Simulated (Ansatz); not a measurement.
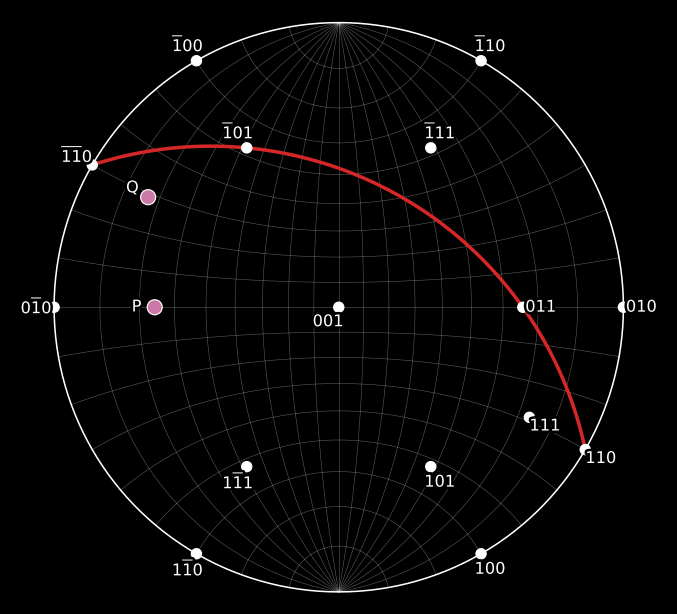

Stereographic projection of plane normals (upper hemisphere) centred on (0 0 1). Crystal: Zn, coordinates from a relaxation at fixed volume with DFT r2SCAN, scalar-relativistic, plane waves, PAW (Ansatz 0.2.0). Geometry calculated from the standardised cell; symmetry tolerance 0.002 Å.

a = 2.596 Å, b = 2.596 Å, c = 4.995 Å, α = 90.00°, β = 90.00°, γ = 120.00°.

> Index the poles marked P, Q.

P is (0 −1 1), in four indices (0 −1 1 1), 65.8° from the centre; Q is (−1 −1 1), in four indices (−1 −1 2 1), 75.4° from the centre.

> Which zone does the coloured great circle trace?

The zone [1 −1 1]: its poles satisfy h − k + l = 0.

> What is the angle between the normals of (−1 1 1) and (−1 0 1), and what are their d_hkl = 1/|g|?

54.3°; d = 2.050 Å and 2.050 Å.
